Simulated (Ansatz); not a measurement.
# CsH (rocksalt (001) film, 2 layers): converging the G0W0 gap

Aim: see how the G0W0 gap of CsH (rocksalt (001) film, 2 layers) on LDA moves with empty bands and screening cutoff, and what each rung costs.

Method: G0W0 on LDA, plane waves, PAW; PAW set soft_1, in Ansatz 0.2.0.

## (1) Set-up

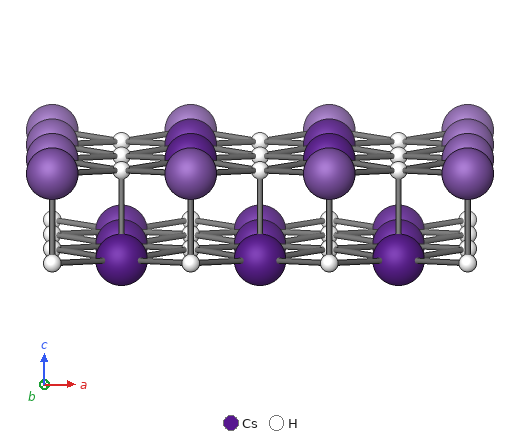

The starting structure, seen nearly edge on (caesium purple, hydrogen white). 2×2×1 cells are drawn. Some periodic images of atoms are drawn too.

The cell holds 4 atoms: 2 Cs and 2 H. Cell: a = 4.509 Å, b = 4.509 Å, c = 29.300 Å, α = 90.0°, β = 90.0°, γ = 90.0°. It derives from CsH. Vacuum lies along c.

The structure was relaxed with LDA (ions only). The runs that relaxed it are not among those shown. Spin-orbit coupling is left out unless a step names it. The Coulomb interaction is cut off across the vacuum.

## (2) 292 empty bands, screening to 36 eV

Now the one-shot GW correction: screening in the RPA, then the self-energy of the levels asked for. This step takes PAW set soft_1 files.

Input file input.yaml:

```yaml
crystal:
  lattice:
    - [4.5085128368, 0.0, 0.0]
    - [0.0, 4.5085128368, 0.0]
    - [0.0, 0.0, 29.3]
  atoms:
    - { symbol: Cs, position: [0.0, 0.0, 0.4478882943] }
    - { symbol: H, position: [0.5, 0.5, 0.4520930611] }
    - { symbol: Cs, position: [0.5, 0.5, 0.5521117057] }
    - { symbol: H, position: [0.0, 0.0, 0.5479069389] }
  periodic: [true, true, false]
kpoints:
  mp_grid: { grid: [4, 4, 1] }
hamiltonian:
  xc: lda
  pseudopotentials: { kind: paw, azcp: { folder: soft_1 }, xc_functional: pbe }
scf:
  occupations: { method: fixed }
gw:
  n_empty_bands: 292
  ecut_chi: 36
  qp_bands: [v2, c2]
  qp_kpoints: band_edges
  screening: { model: contour_deformation }
```

On the command line:

```bash
$ ansatz run input.yaml --threads 2 --pin off --max-ram 92160MiB --backend cuda --events-out ev --progress --plain --runs-dir out --devices 1 --max-vram 13GiB
```

Numbers of over 12 decimals in the logs are rounded to 6 here.

Log:

```text
GPUs: using 1 of 1 available (devices: 1).
Engine: ansatz 0.2.0, x86_64-unknown-linux-gnu
Pseudopotentials: kind: paw
Pseudopotential: Cs, paw, valence charge 9, recommended cutoff 420 eV (normal), soft_1/Cs.paw.azcp
Pseudopotential: H, paw, valence charge 1, recommended cutoff 420 eV (normal), soft_1/H.paw.azcp
Functional definition: SPW92
  exchange = slater_x
  correlation = pw_c
device memory: the entry about to start is reckoned to put 1.9 GiB on a device that reports 47.6 GiB free (of which the cap on the GPU budget leaves the run 13.0 GiB)
GPU FFT provider: cuFFT
GPU libraries: cuBLAS 13.8.2, cuFFT 12.4.0, cuSOLVER 12.3.4
Crystal: 4 atoms, lattice volume = 595.572 Å³
Basis set: ecut = 420 eV, 11681 PW (Γ)
Bands: 14, of which v1, the nominal top of the filled ones, is band 10 counted from 1 (9 counted from 0)
Symmetry: 16 space group operations
Space group: P4/nmm (ITA 129), of the structure as read, at distance tolerance 8.4e-5 Å
k-points: 6 of 16
Non-local potential: Cs, projectors of the file, l = 0: 3, l = 1: 2, l = 2: 2, l = 3: 2
Non-local potential: H, projectors of the file, l = 0: 2, l = 1: 1
PAW form: soft (Blöchl's): semilocal exchange-correlation on the pseudo side does not see the compensation charge
PAW frozen core: Cs, regenerated for the run's functional, and the local potential with it (the file was generated under x = pbe(κ = 0.804, μ = 0.219515), c = pbe(β = 0.066725))
PAW one-centre angular grid: Cs, 194 points (default); XC on 64 Gauss nodes
PAW one-centre angular grid: H, 110 points (default); XC on 64 Gauss nodes
Initial density: superposition of atomic densities (neutral atoms: chi_scale 0, normalization atom)
Initial wavefunctions: pseudopotential atomic-orbital guess
GPU buffer pool allocated for 204800 grid points (all kernels)
GPU transforms: local potential and band sums: pruned to the plane-wave sphere, on 32×32×200
Functional: x = slater, c = lda
SCF iter   1: F=—  HF=-11043.617857 eV  |F-HF|=—  |Δ(HF+E_count)|=         —  Δρ=2.00e-2  dr2=5.08e0  ethr=3.10e-3  ⟨swp⟩=7.0  Hψ=516  notcnv=0  defer=11
preconditioner: auto → Resta (q_TF=auto, 1.550 Å⁻¹)  ε∞=1.4  [insulator: Δε(μ)=4.388 eV  Ē_g=10.183 eV  n_scr=42 (ndim 8)  ℏωp=6.1 eV  f_vac=0.664  ε∞_Penn≈1.4  vacuum switching on, ρ_ref=7.5e-3 e/Å³]
SCF iter   2: F=—  HF=-11041.710802 eV  |F-HF|=—  |Δ(HF+E_count)|=    1.91e0  Δρ=4.25e-3  dr2=2.88e-1  ethr=3.10e-3  ⟨swp⟩=3.8  Hψ=245  notcnv=0  defer=12
SCF iter   3: F=—  HF=-11041.640174 eV  |F-HF|=—  |Δ(HF+E_count)|=   7.06e-2  Δρ=2.13e-3  dr2=2.62e-2  ethr=1.44e-3  ⟨swp⟩=2.2  Hψ=152  notcnv=0  defer=12
SCF iter   4: F=—  HF=-11041.643817 eV  |F-HF|=—  |Δ(HF+E_count)|=   3.64e-3  Δρ=4.27e-4  dr2=1.96e-3  ethr=1.31e-4  ⟨swp⟩=3.5  Hψ=153  notcnv=0  defer=12
SCF iter   5: F=—  HF=-11041.644054 eV  |F-HF|=—  |Δ(HF+E_count)|=   2.37e-4  Δρ=7.49e-5  dr2=4.32e-5  ethr=9.81e-6  ⟨swp⟩=3.3  Hψ=151  notcnv=0  defer=12
SCF iter   6: F=—  HF=-11041.644074 eV  |F-HF|=—  |Δ(HF+E_count)|=   2.00e-5  Δρ=1.29e-5  dr2=1.78e-6  ethr=2.16e-7  ⟨swp⟩=3.2  Hψ=176  notcnv=0  defer=12
SCF iter   7: F=-11041.644074 eV  HF=-11041.644074 eV  |F-HF|=1.74e-8  |Δ(HF+E_count)|=   3.43e-7  Δρ=2.87e-6  dr2=5.64e-8  ethr=5.00e-10  ⟨swp⟩=14.2  Hψ=726  notcnv=0
SCF 1 converged in 7 iterations: F = -11041.644074 eV  dr2 = 5.64e-8
  greatest PAW one-centre occupation: 0.928 electrons in one spin orbital (limit 2), on the Cs atom at site 2 (counted from 0), in its partial waves of l = 0
device memory: the entry about to start is reckoned to put 2.3 GiB on a device that reports 47.6 GiB free (of which the cap on the GPU budget leaves the run 13.0 GiB)
NSCF: frozen V_eff on 6 k-points
the band table was solved once the SCF had ended and its energy, with any forces and stress, was formed, with the checks that follow a solve (806 applications of the Hamiltonian). They found nothing against the state; the energy, forces and stress were not computed again (output.eigenvalues in the input reference)
device memory: the entry about to start is reckoned to put 3.7 GiB on a device that reports 47.6 GiB free (of which the cap on the GPU budget leaves the run 13.0 GiB)
NSCF: frozen V_eff on 6 k-points
G₀W₀ screening: q 1/6
[... further progress lines ...]
SCF converged after 7 iterations
Free energy (F): -11041.644074 eV
Harris-Foulkes:  -11041.644074 eV  (|F-HF|=1.74e-8)
Internal energy: -11041.644074 eV  (E = F + TS)
E sigma→0 (E₀):  -11041.644074 eV
Fermi energy:    -3.399887 eV
--- Per-component energies (eV) ---
  E_band       = -253.954323
  E_kinetic    = 312.400942
  E_local      = -10276.665478  (includes V_loc(G=0)·N_el)
  E_nonlocal   = 51.040505
  E_hartree    = 4988.363852
  E_xc         = -372.661773
  E_vxc        = -297.186894  (∫ρ·V_xc dr)
  E_paw        = -9793.863395  (= ΣΔE_a)
  E_vpaw       = -20.259683  (= ΣTr[D̂ρ^β])
  E_aug_tail   = -0.001617  (compensation charges beyond the density's cutoff)
  E_ewald      = 4049.201772
  E_core_change = 0.541119  (= ΣΔE_core)
  E_smearing   = -0.000000  (= −TS)
  E_closure    = -0.000000  (closes the sum)
  Σ components = -11041.644074   (vs F -11041.644074, Δ=0.00e0)
--- Band table (eV; the first three rows and the last of 6) ---
  k-point 0: bands = [... 6 lower, -11.2872, -11.2872, -4.6885, -4.2793, -0.8596 (-0.8603°), -0.5468 (-0.5500°), -0.0505, 0.4878]
  k-point 1: bands = [... 6 lower, -11.4143, -11.2904, -4.1399, -3.8357, -0.7476 (-0.7477°), -0.2031 (-0.2048°), 0.1841, 0.4332]
  k-point 2: bands = [... 6 lower, -11.3304, -11.3304, -3.3999, -3.3999, -0.8038, -0.8038, 0.4411, 0.4411]
  k-point 5: bands = [... 6 lower, -11.6018, -11.6018, -4.1327, -4.1327, 0.1348, 0.1348, 1.4765, 1.4765]
  ° read free of the cell's end (the report's vacuum.weakly_bound_levels)
--- G₀W₀: contour deformation, 5 samples at zero and on the imaginary axis and 1 off it, 16 q-points, 292 empty bands' worth ---
  eigenvalues of the whole cell's RPA ε∞ on this k-mesh (on a slab, of 1 + 4πα/V) = 1.1511, 1.4672, 1.4672; static W/v taken at q = 0 is 0.778039
  bands read: the sum over 302 bands ends inside a degenerate multiplet in 1 slot, whose members it reads at an even weight; the widest, k=0: bands 302 to 303 (counted from 1) at 1/2 each
  gw.qp_kpoints: band_edges: 5 of 6 stored k-points solved, in 1 pass; an edge of the gap read off the rows below is read off those points alone
    valence top: of the k-points left out ik 5 came nearest to being solved in a further pass, in band 9 (counted from 1, as in the quasiparticle table): it holds the edge there only if its correction is more favourable than any solved in that band by at least 0.712 eV; those differ by 0.035 eV
    conduction bottom: of the k-points left out ik 5 came nearest to being solved in a further pass, in band 12 (counted from 1, as in the quasiparticle table): it holds the edge there only if its correction is more favourable than any solved in that band by at least 0.821 eV; those differ by 0.796 eV
  `?` marks the rows in doubt; gw_qp.tsv's column doubts and the gw_qp event give each row's grounds
    ik  band        ε_KS         Σx   Σc(E_QP)       V_xc       Z   E_QP_lin       E_QP  E_QP is
     0     9     -4.6885   -12.4476     2.1215    -9.0965  0.7284    -6.0195    -5.9181  root ?
     0    10     -4.2793   -12.8275     2.2070    -9.3570  0.7320    -5.6305    -5.5429  root
     0    11     -0.8596    -1.2693    -1.3264    -3.3237  0.8851    -0.1216    -0.1317  root
     0    12     -0.5468    -1.0764    -1.0522    -2.6829  0.8951     0.0131     0.0075  root
     1     9     -4.1399   -12.8822     1.9433    -9.7012  0.7468    -5.4497    -5.3776  root
     1    10     -3.8357   -13.1619     2.0568    -9.8458  0.7461    -5.1630    -5.0950  root
     1    11     -0.7476    -2.0723    -1.8180    -4.8869  0.8618     0.2712     0.2490  root
     1    12     -0.2031    -1.2422    -1.2220    -3.1163  0.8846     0.4581     0.4490  root
     2     9     -3.3999   -13.6974     1.9759   -10.4713  0.7568    -4.7061    -4.6501  root
     2    10     -3.3999   -13.6974     1.9759   -10.4713  0.7568    -4.7061    -4.6501  root
     2    11     -0.8038    -3.2131    -2.5467    -7.0667  0.8348     0.5474     0.5030  root
     2    12     -0.8038    -3.2131    -2.5467    -7.0667  0.8348     0.5474     0.5030  root
     3     9     -3.9518   -13.1776     2.0203    -9.9007  0.7473    -5.2783    -5.2085  root
     3    10     -3.7509   -13.3692     2.0969   -10.0044  0.7464    -5.0859    -5.0187  root
     3    11     -0.3919    -1.8483    -1.8088    -4.6449  0.8634     0.6188     0.5959  root
     3    12      0.0615    -1.7992    -1.6925    -4.3971  0.8630     0.9887     0.9668  root
     4     9     -3.7894   -13.2499     2.0785    -9.9072  0.7460    -5.1213    -5.0536  root
     4    10     -3.7894   -13.2499     2.0785    -9.9072  0.7460    -5.1213    -5.0536  root
     4    11     -0.1392    -3.2926    -2.6381    -7.2804  0.8287     1.2690     1.2107  root
     4    12     -0.1392    -3.2926    -2.6381    -7.2804  0.8287     1.2690     1.2107  root
```

The job ended after 14 s (1 × NVIDIA H100 80GB HBM3 (shared by 6 runs) with 2 threads of AMD EPYC 7R13 (Zen 3), shared host; peak memory 1.7 GiB; 21 s of CPU time).

This step gave:

```yaml
bands_summed: 302
plane_waves_in_the_screening_matrix: 273
q_points_in_the_mesh: 16
g0w0_gap_on_the_mesh: 4.518 eV
k_of_the_valence_top: 0, -0.5, 0
k_of_the_conduction_bottom: 0, 0, 0
starting_gap_on_the_mesh: 2.540 eV
z_at_the_valence_top: 0.7568
z_at_the_conduction_bottom: 0.8851
least_direct_g0w0_gap_on_the_computed_points: 5.153 eV
```

The gap on the mesh goes from 2.54 eV to 4.52 eV, a correction of +1.98 eV. Between the two edge states, bare exchange in place of the xc potential would open the gap by 5.28 eV, and correlation takes back 3.30 eV.

## (3) 708 empty bands, screening to 65 eV

Another rung: the empty bands reach about as high as the screening cutoff, so the two stay in balance.

Edit input.yaml of step 2 so:

```diff
@@ -18,5 +18,6 @@
   occupations: { method: fixed }
+  convergence: { dr2_threshold: 1.0e-10 }
 gw:
-  n_empty_bands: 292
-  ecut_chi: 36
+  n_empty_bands: 708
+  ecut_chi: 65.0
   qp_bands: [v2, c2]
```

Log:

```text
GPUs: using 1 of 1 available (devices: 1).
[...]
GPU FFT provider: cuFFT
GPU libraries: cuBLAS 13.8.2, cuFFT 12.4.0, cuSOLVER 12.3.4
Crystal: 4 atoms, lattice volume = 595.572 Å³
Basis set: ecut = 420 eV, 11681 PW (Γ)
Bands: 14, of which v1, the nominal top of the filled ones, is band 10 counted from 1 (9 counted from 0)
Symmetry: 16 space group operations
[...]
k-points: 6 of 16
[...]
GPU buffer pool allocated for 204800 grid points (all kernels)
[...]
SCF iter   1: F=—  HF=-11043.617857 eV  |F-HF|=—  |Δ(HF+E_count)|=         —  Δρ=2.00e-2  dr2=5.08e0  ethr=3.10e-3  ⟨swp⟩=7.0  Hψ=516  notcnv=0  defer=11
[...]
SCF iter   9: F=-11041.644074 eV  HF=-11041.644074 eV  |F-HF|=7.28e-12  |Δ(HF+E_count)|=  8.73e-10  Δρ=5.02e-8  dr2=1.54e-11  ethr=1.00e-12  ⟨swp⟩=13.3  Hψ=666  notcnv=0
SCF 1 converged in 9 iterations: F = -11041.644074 eV  dr2 = 1.54e-11
[...]
NSCF: frozen V_eff on 6 k-points
[...]
G₀W₀ screening: q 1/6
[... further progress lines ...]
SCF converged after 9 iterations
Free energy (F): -11041.644074 eV
[...]
Internal energy: -11041.644074 eV  (E = F + TS)
E sigma→0 (E₀):  -11041.644074 eV
Fermi energy:    -3.399529 eV
[...]
--- Band table (eV; the first three rows and the last of 6) ---
  k-point 0: bands = [... 6 lower, -11.2870, -11.2870, -4.6881, -4.2790, -0.8597 (-0.8604°), -0.5469 (-0.5501°), -0.0502, 0.4878]
  k-point 1: bands = [... 6 lower, -11.4140, -11.2901, -4.1396, -3.8354, -0.7475 (-0.7476°), -0.2032 (-0.2049°), 0.1843, 0.4335]
  k-point 2: bands = [... 6 lower, -11.3301, -11.3301, -3.3995, -3.3995, -0.8035, -0.8035, 0.4413, 0.4413]
  k-point 5: bands = [... 6 lower, -11.6016, -11.6016, -4.1324, -4.1324, 0.1351, 0.1351, 1.4768, 1.4768]
  ° read free of the cell's end (the report's vacuum.weakly_bound_levels)
[...]
0     9     -4.6881   -12.4475     2.0057    -9.0965  0.7246    -6.1602    -6.0336  root ?
     0    10     -4.2790   -12.8274     2.0621    -9.3569  0.7271    -5.8058    -5.6874  root ?
     0    11     -0.8597    -1.2689    -1.3562    -3.3229  0.8846    -0.1526    -0.1619  root
     0    12     -0.5469    -1.0761    -1.0812    -2.6823  0.8943    -0.0168    -0.0219  root
     1     9     -4.1396   -12.8821     1.8017    -9.7011  0.7417    -5.6149    -5.5188  root
     1    10     -3.8354   -13.1617     1.8903    -9.8458  0.7400    -5.3570    -5.2610  root
     1    11     -0.7475    -2.0718    -1.8694    -4.8858  0.8611     0.2171     0.1971  root
     1    12     -0.2032    -1.2418    -1.2552    -3.1154  0.8839     0.4233     0.4153  root
     2     9     -3.3995   -13.6973     1.7875   -10.4713  0.7495    -4.9185    -4.8380  root
     2    10     -3.3995   -13.6973     1.7875   -10.4713  0.7495    -4.9185    -4.8380  root
[...]
4     9     -3.7890   -13.2498     1.9082    -9.9072  0.7397    -5.3194    -5.2234  root
     4    10     -3.7890   -13.2498     1.9082    -9.9072  0.7397    -5.3194    -5.2234  root
     4    11     -0.1389    -3.2924    -2.7229    -7.2801  0.8278     1.1755     1.1259  root
     4    12     -0.1389    -3.2924    -2.7229    -7.2801  0.8278     1.1755     1.1259  root
```

Elapsed: 30 s, on 1 × NVIDIA H100 80GB HBM3 (shared by 6 runs) with 2 threads; peak memory 2.5 GiB.

Numbers from this step:

```
bands summed                                 : 718
plane waves in the screening matrix          : 679
q-points in the mesh                         : 16
G0W0 gap on the mesh                         : 4.676 eV
k of the valence top                         : 0, -0.5, 0
k of the conduction bottom                   : 0, 0, 0
starting gap on the mesh                     : 2.540 eV
Z at the valence top                         : 0.7495
Z at the conduction bottom                   : 0.8846
least direct G0W0 gap on the computed points : 5.268 eV
```

Against the run with 4×4×1 mesh, 292 empty bands, screening to 36 eV, PAW set soft_1 files, the gap moves by +0.16 eV.

## (4) The runs together

Times are wall times on 1 × NVIDIA H100 80GB HBM3 (shared by 6 runs) with 2 threads of AMD EPYC 7R13 (Zen 3), shared host, good to a factor of about two.

```
 mesh           files            frequency  bands summed  cutoff (eV)  start (eV)  G0W0 (eV)  time  host memory (GiB)
4×4×1  PAW set soft_1  contour deformation           302           36       2.540      4.518  14 s                1.7
4×4×1  PAW set soft_1  contour deformation           718           65       2.540      4.676  30 s                2.5
```

The parts of the quasiparticle energy at the two band edges (eV; QP = start + Σx + Σc − Vxc):

```
      run               edge  start      Σx     Σc     Vxc     Z     QP
302 bands        valence top  -3.40  -13.70   1.98  -10.47  0.76  -4.65
302 bands  conduction bottom  -0.86   -1.27  -1.33   -3.32  0.89  -0.13
718 bands        valence top  -3.40  -13.70   1.79  -10.47  0.75  -4.84
718 bands  conduction bottom  -0.86   -1.27  -1.36   -3.32  0.88  -0.16
```

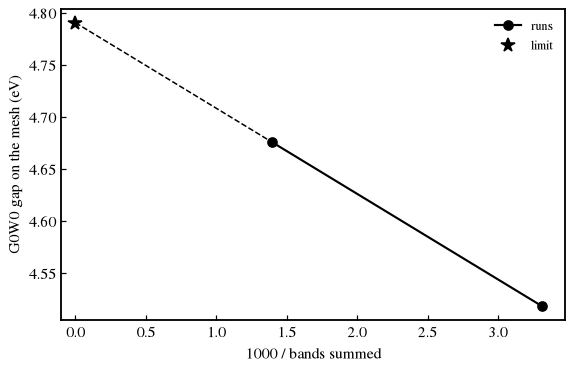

The gap against one over the number of bands; the dashed line carries the two highest rungs to the limit.

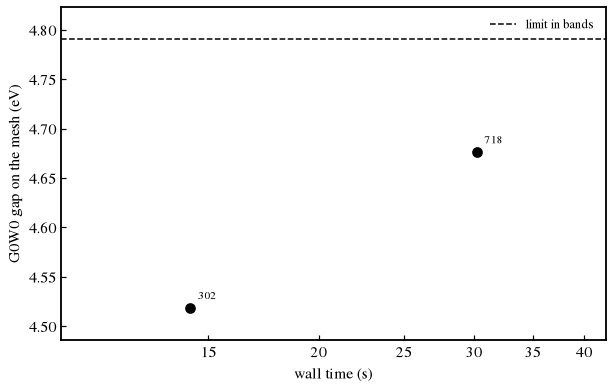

Result against wall time.

## (5) What came out

| Item | Value |
| --- | --- |
| 302 bands, 36 eV | 4.518 eV |
| 718 bands, 65 eV | 4.676 eV |
| estimated limit in bands and cutoff | 4.79 eV |
| mesh and start | 4×4×1, LDA |

In words: A line in one over the bands through the two rungs gives 4.79 eV, +0.11 eV from the top rung; with two points alone it is an unchecked estimate. The rungs stand 0.27 eV (302 bands) and 0.11 eV (718 bands) from it. From 302 to 718 bands the gap moves by +0.16 eV while the time grows 2.1-fold. Σc changes by −0.19 eV at the valence top and −0.03 eV at the conduction bottom, so the valence edge carries most of the change. In a film the band edges may be surface states, so its gap need not approach the bulk's. At these cutoffs the gaps of films stand short of the band limit, often by tenths of an eV, while the trend with thickness is less touched. The mesh in the plane is coarse for a sheet; gap and any exciton binding can still move on denser ones. The many-body steps are scalar-relativistic: spin-orbit coupling is not in them.

[Paths, hosts, dates, memory and timing lines, banners, echoed tables and standing remarks are left out of the program output.]

[Logs are printed without paths, hosts, clocks, repeated set-up lines and the standing remarks that a program may print on its own settings, such as how far it seeks lower states.]

[Runs of the session that timed out or met a known fault of the program may be left out.]

[Cells called generated may have been cut or substituted from an entry of the Crystallography Open Database or the Materials Project.]

[Hosts, paths, dates, database ids (printed as entryN), source tags and the programs' standing remarks are cut or masked in the printed files.]
